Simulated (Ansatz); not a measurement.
**Fields on a plane of ScAl3 (Cu3Au type)**

```xyz
4
Lattice="4.0718 0.0000 0.0000 0.0000 4.0718 0.0000 0.0000 0.0000 4.0718" Properties=species:S:1:pos:R:3 pbc="T T T"
Al     0.0000     2.0359     2.0359
Al     2.0359     2.0359     0.0000
Al     2.0359     0.0000     2.0359
Sc     0.0000     0.0000     0.0000
```

The slice is a {210} plane (indices of the conventional cell) through the point (0.000, 0.000, 0.000) (fractional), spanned by u = [100] and v = [021] in vectors of this cell: u (4.07 Å) and v (9.10 Å, at 90° to u). It covers one period; positions are fractions (u, v).

Atoms on it: Al at (0.50, 0.50); Sc at (0.00, 0.00). Other atoms lie within 1 Å of the plane.

All values below come from PBEsol (plane waves to 420 eV, PAW, scalar-relativistic; Ansatz, a first-principles code). k mesh 12×12×12. These are valence fields of a PAW run, semicore shells included where kept as valence: close to a nucleus they are smooth pseudo fields. ScAl3 is run without spin polarisation. ScAl3 was relaxed with its symmetry unable to fall.

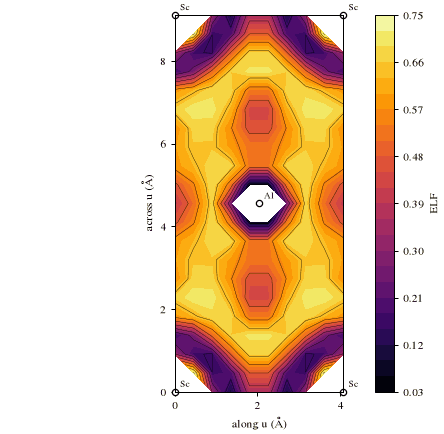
Fig. 1. Electron localisation function (ELF), one period of the plane, atoms marked. Points within 0.5 Å of a nucleus are left white, as the pseudised field means little there.

```
|997733111111113377|
|443322222222222233|
|111122222222222211|
|222222222222222222|
|222222222222222222|
|222222221111222222|
|222222222222222222|
|222222222222222222|
|111122220000222211|
|111122110000112211|
|111122220000222211|
|222222222222222222|
|222222222222222222|
|222222221111222222|
|222222222222222222|
|222222222222222222|
|111122222222222211|
|443322222222222233|
|997733111111113377|
|999944111111114499|
```
Scale: ten equal steps from -1.17 (start of '0') to 0.87 (end of '9'), in the order '0123456789'. Values: log₁₀ of the valence density in e/Å³. The map has 9 points along u (two characters each, u = 0 at the left) and 20 along v (v = 0 in the bottom row). The scale is logarithmic, as a density can span decades between atoms and voids.
